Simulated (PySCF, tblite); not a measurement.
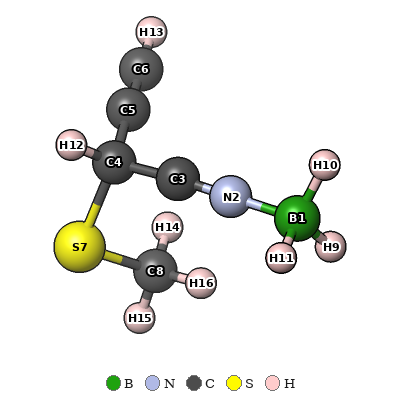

The molecule: C₅H₈BNS, SMILES [BH3-][N+]#C[C@@H](C#C)SC.

GIAO shifts, PBE0/pcSseg-1 with PySCF, at a GFN2-xTB geometry (a minimum by its frequencies), against BF₃.OEt₂ for ¹¹B computed at the same level. Gas phase, fully decoupled, line heights follow the number of nuclei, widths are arbitrary (no quadrupolar broadening); values of one conformer, averaged over methyl-type rotors and exact or near symmetry; other conformers aren't averaged in.

Question: Predict the ¹¹B spectrum.

Answer: 1 signal.


| δ (ppm) | nuclei | atoms |
| --- | --- | --- |
| −43.9 | 1 | B1 |

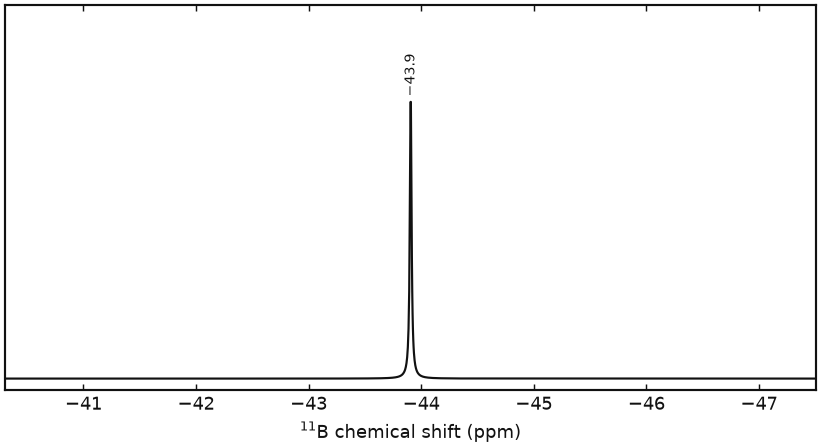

Caveats: the tight-binding geometry is rougher than a DFT one and adds to the error.
